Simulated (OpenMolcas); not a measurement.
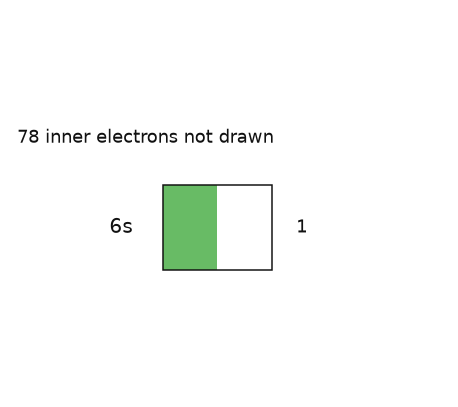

Fig. 1: The outer shells of the leading configuration of the lowest level: a box for each of the 2l + 1 orbitals, shaded by the share of the shell that is filled, with the electron count at the right.

## Tl²⁺: multiconfigurational calculation

- system: Tl²⁺.
- method: state-averaged CASSCF, active space 1 electron in the shells 6s 6p, basis ANO-RCC-VTZP, DKH2 scalar Hamiltonian, spin-orbit coupling by RASSI with atomic mean-field integrals (OpenMolcas)

### Input
```
&GATEWAY
Coord
1

Tl 0.0 0.0 0.0
Basis=ANO-RCC-VTZP
Group=XYZ
NoMove
AngMom=0.0 0.0 0.0
AMFI
&SEWARD
&RASSCF
FileOrb=start.orb
Symmetry=1
Spin=2
nActEl=1 0 0
Inactive=20 19
Ras2=1 3
CIRoot=1 1 1
SDav=1
CIMx=300
Iter=120 100
PrWF=0.3
OrbListing=Nothing
MaxOrb=0
Atom
>>> COPY $Project.JobIph JOB001
&RASSCF
FileOrb=start.orb
Symmetry=2
Spin=2
nActEl=1 0 0
Inactive=20 19
Ras2=1 3
CIRoot=3 3 1
SDav=3
CIMx=300
Iter=120 100
PrWF=0.3
OrbListing=Nothing
MaxOrb=0
Atom
>>> COPY $Project.JobIph JOB002
&RASSI
NrOfJobIphs=2 1 3
1
1 2 3
IphNames
JOB001
JOB002
EJob
SpinOrbit
DIPRint=1.0
SOCoupling=1000.0
Subsets=2
MEES
Property=10
'ANGMOM' 1 'ANGMOM' 2 'ANGMOM' 3 'MLTPL  1' 1 'MLTPL  1' 2 'MLTPL  1' 3
'AMFI' 1 'AMFI' 2 'AMFI' 3 'MLTPL  2' 6
SOProperty=3
'ANGMOM' 1 'ANGMOM' 2 'ANGMOM' 3
```

The file start.orb holds starting orbitals from an earlier step. A driver script formed the levels outside the program, from RASSI's spin-orbit matrix and the active-space energies, averaged over the components of each term or state.

Hardware: 1 CPU thread, shared host.

### The program's output (extracts)
```
--- SEWARD ---
Basis set label: TL.ANO-RCC...8S7P5D3F2G.

      Electronic valence basis set:
      ------------------
      Associated Effective Charge  81.000000 au
      Associated Actual Charge     81.000000 au
      Nuclear Model: Point charge

      Shell  nPrim  nBasis  Cartesian Spherical Contaminant
         s      25       8        X
         p      22       7        X
         d      16       5                 X
         f      12       3                 X
         g       4       2                 X
                  Relativistic Douglas-Kroll-Hess integrals:
                    - DKH order of Hamiltonian: 2
                    - DKH order of Properties : 0
                  Atomic mean-field integrals
--- RASSCF ---
Wave function specifications:
      -----------------------------

      Number of closed shell electrons          78
      Number of electrons in active shells       1
      Max number of holes in RAS1 space          0
      Max nr of electrons in RAS3 space          0
      Number of inactive orbitals               39
      Number of active orbitals                  4
      Number of secondary orbitals              50
      Spin quantum number                      0.5
      State symmetry                             1
Orbital specifications:
      -----------------------

      Symmetry species                           1   2
                                                ag  au
      Frozen orbitals                            0   0
      Inactive orbitals                         20  19
      Active orbitals                            1   3
      RAS1 orbitals                              0   0
      RAS2 orbitals                              1   3
      RAS3 orbitals                              0   0
      Secondary orbitals                        30  20
      Deleted orbitals                           0   0
      Number of basis functions                 51  42
      Number of CSFs                             1
      Number of root(s) required                 1
      Iter CI   SX   CI       RASSCF       Energy    max ROT     max BLB   max BLB  Level Ln srch  Step   QN
          iter iter root      energy       change     param      element    value   shift minimum  type update
 Nr of preliminary CI iterations:   1
 ###############################################################################
 ###############################################################################
 ###                                                                         ###
 ###                                                                         ###
 ###    WARNING: Problems in orbital optimization.                           ###
 ###                                                                         ###
 ###                                                                         ###
 ###############################################################################
 ###############################################################################
  Warning: In symmetry  2, orbital p=  20 has diagonal density matrix element D(p,p) close to zero. D(p,p)=  0.000000E+00
  Warning: In symmetry  2, orbital p=  21 has diagonal density matrix element D(p,p) close to zero. D(p,p)=  0.000000E+00
        ...
  Warning: In symmetry  2, orbital p=  20 has diagonal density matrix element D(p,p) close to zero. D(p,p)=  0.000000E+00
  Warning: In symmetry  2, orbital p=  21 has diagonal density matrix element D(p,p) close to zero. D(p,p)=  0.000000E+00
  Warning: In symmetry  2, orbital p=  22 has diagonal density matrix element D(p,p) close to zero. D(p,p)=  0.000000E+00
        4   1    1    1  -225.54627202    1.09E-11   0.00E+00   21  22 1 -3.50E-08   0.50   0.00    SX    NO
      Convergence after  4 iterations
        5   1    1    1  -225.54627202    3.64E-12   0.00E+00   21  22 1 -3.50E-08   0.50   0.00    SX    NO
      Natural orbitals and occupation numbers for root  1
      sym 1:   1.000000
      sym 2:   0.000000   0.000000   0.000000
::    RASSCF root number  1 Total energy: -20225.54627202
--- RASSCF ---
Wave function specifications:
      -----------------------------

      Number of closed shell electrons          78
      Number of electrons in active shells       1
      Max number of holes in RAS1 space          0
      Max nr of electrons in RAS3 space          0
      Number of inactive orbitals               39
      Number of active orbitals                  4
      Number of secondary orbitals              50
      Spin quantum number                      0.5
      State symmetry                             2
Orbital specifications:
      -----------------------

      Symmetry species                           1   2
                                                ag  au
      Frozen orbitals                            0   0
      Inactive orbitals                         20  19
      Active orbitals                            1   3
      RAS1 orbitals                              0   0
      RAS2 orbitals                              1   3
      RAS3 orbitals                              0   0
      Secondary orbitals                        30  20
      Deleted orbitals                           0   0
      Number of basis functions                 51  42
      Number of CSFs                             3
      Number of root(s) required                 3
      Iter CI   SX   CI       RASSCF       Energy    max ROT     max BLB   max BLB  Level Ln srch  Step   QN
          iter iter root      energy       change     param      element    value   shift minimum  type update
 Nr of preliminary CI iterations:   1
 ###############################################################################
 ###############################################################################
 ###                                                                         ###
 ###                                                                         ###
 ###    WARNING: Problems in orbital optimization.                           ###
 ###                                                                         ###
 ###                                                                         ###
 ###############################################################################
 ###############################################################################
  Warning: In symmetry  1, orbital p=  21 has diagonal density matrix element D(p,p) close to zero. D(p,p)=  0.000000E+00
      Total energies have been shifted. Add               -20000.00 au
        ...
 ###############################################################################
 ###############################################################################
  Warning: In symmetry  1, orbital p=  21 has diagonal density matrix element D(p,p) close to zero. D(p,p)=  0.000000E+00
        4   1    1    0  -225.22340582    0.00E+00   0.00E+00   18  27 1 -1.72E-08   0.50   0.00    SX    NO
      Convergence after  4 iterations
        5   1    1    0  -225.22340582   -1.09E-11   0.00E+00   18  27 1 -1.72E-08   0.50   0.00    SX    NO
      Natural orbitals and occupation numbers for root  1
      sym 1:   0.000000
      sym 2:   1.000000   0.000000   0.000000
      Natural orbitals and occupation numbers for root  2
      sym 1:   0.000000
      sym 2:   0.000000   1.000000   0.000000
      Natural orbitals and occupation numbers for root  3
      sym 1:   0.000000
      sym 2:   0.000000   0.000000   1.000000
::    RASSCF root number  1 Total energy: -20225.22340582
::    RASSCF root number  2 Total energy: -20225.22340581
::    RASSCF root number  3 Total energy: -20225.22340581
--- RASSI ---
SPIN-FREE ENERGIES:
  (Shifted by EMIN (a.u.) =     -20225.5462720187)

 SF State       Relative EMIN(au)   Rel lowest level(eV)    D:o, cm**(-1)      L_eff

     1             0.0000000000        0.0000000000              0.0000         0.0
     2             0.3228661961        8.7856367689          70860.9394         1.0
     3             0.3228662055        8.7856370228          70860.9414         1.0
     4             0.3228662055        8.7856370228          70860.9414         1.0
     Dipole printing threshold changed to   1.00000000E+00

++ Dipole transition strengths (spin-free states):
   -----------------------------------------------
     for osc. strength at least  1.00000000E+00

  ( Max oscillator strength is only   0.42813969441689459      )
--
Eigenvalues of complex Hamiltonian:
   -----------------------------------
  (Shifted by EMIN (a.u.) =     -20225.5462720187)

 SO State       Relative EMIN(au)   Rel lowest level(eV)    D:o, cm**(-1)     J-value

     1             0.0000000000        0.0000000000              0.0000         0.4
     2             0.0000000000        0.0000000000              0.0000         0.4
     3             0.2900885923        7.8937127296          63667.0868         0.4
     4             0.2900885923        7.8937127296          63667.0868         0.4
     5             0.3392550041        9.2315989532          74457.8670         1.0
     6             0.3392550041        9.2315989532          74457.8670         1.0
     7             0.3392550107        9.2315991317          74457.8684         1.3
     8             0.3392550107        9.2315991317          74457.8684         1.3
Weights of the five most important spin-orbit-free states for each spin-orbit state.

 SO State  Total energy (au)           Spin-free states, spin, and weights
 -------------------------------------------------------------------------------------------------------
    1         0.000000       1 0.5  1.0000    4 0.5  0.0000    3 0.5  0.0000    2 0.5  0.0000
    2         0.000000       1 0.5  1.0000    4 0.5  0.0000    3 0.5  0.0000    2 0.5  0.0000
    3         0.290089       2 0.5  0.3333    4 0.5  0.3333    3 0.5  0.3333    1 0.5  0.0000
    4         0.290089       2 0.5  0.3333    4 0.5  0.3333    3 0.5  0.3333    1 0.5  0.0000
    5         0.339255       2 0.5  0.6667    3 0.5  0.1667    4 0.5  0.1667    1 0.5  0.0000
    6         0.339255       2 0.5  0.6667    3 0.5  0.1667    4 0.5  0.1667    1 0.5  0.0000
    7         0.339255       4 0.5  0.5000    3 0.5  0.5000    2 0.5  0.0000    1 0.5  0.0000
    8         0.339255       4 0.5  0.5000    3 0.5  0.5000    2 0.5  0.0000    1 0.5  0.0000
 -------------------------------------------------------------------------------------------------------
```

### Spin-orbit levels, grouped by J and assigned

| Configuration | Level | E (cm⁻¹) | LS purity (%) | Landé g |
| --- | --- | --- | --- | --- |
| 6s | ²S₁/₂ | 0 | 100 | 2.002 |
| 6p | ²P°₁/₂ | 63,670 | 100 | 0.666 |
| 6p | ²P°₃/₂ | 74,460 | 100 | 1.334 |

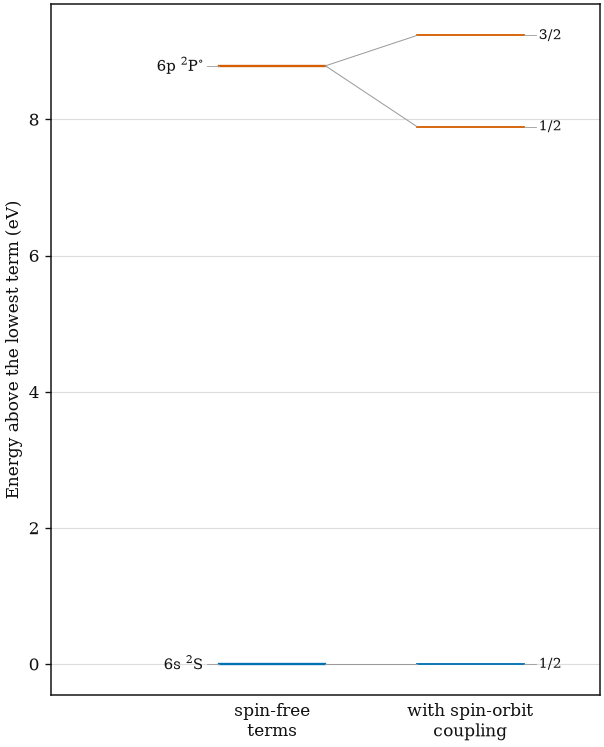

Fig. 2: Terms of Tl III (Tl²⁺) without and with spin-orbit coupling; numbers at the right are J. 6s ²S (at 0) gives the one level J = 1/2; 6p ²P° (at 8.79 eV) splits over 1.34 eV into J = 1/2, 3/2 from the bottom up (normal). The ground level lies 0 below the lowest term.

### Summary

```tsv
quantity	value
outcome	converged
lowest level	6s ²S₁/₂
first excited level	6p ²P°₁/₂, 63,667 cm⁻¹
energy of the lowest spin-free term	−20225.54627 hartree
energy of the lowest spin-orbit level	−20225.54627 hartree
largest spread among components of a term	0.0 cm⁻¹
wall time	8.2 s
```

### Remarks

To bear in mind: spin-orbit splittings of 6p ions too small.
